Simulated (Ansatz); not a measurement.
Method: PBE (plane waves to 420 eV, PAW; Ansatz, a quantum-chemistry and plane-wave program).

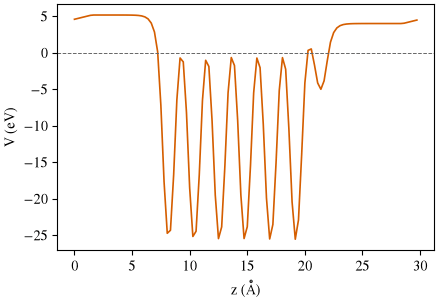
Fig. 1. Plane-averaged electrostatic potential energy along the normal, in eV from the Fermi level, for a constructed model of the (111) surface of fcc Rh, p(2x2) layer of Bi, one a cell, on the site that continues the host's stacking (bottom of the slab: a bare face, its two planes held)

Slab: 25 atoms, 13.6 Å thick at the start with caps and adatoms (thin: gaps and levels are the slab's own); k 8x8x1, smearing 0.1 eV, dipole-corrected; 8 atoms held, the rest relaxed; start symmetry kept, larger cells not searched; no spin, no spin-orbit, no U. It is one candidate, not shown to be the stable structure of the face.

Question: The surface cell has an area of 25.41 Å². What dipole along the normal does the step between the two vacuum levels imply?

Answer: the top vacuum level lies 1.17 eV below the bottom one; p = −ε₀ A ΔV (ε₀ = 0.005526 e/(V·Å)) gives 0.16 e·Å a cell.
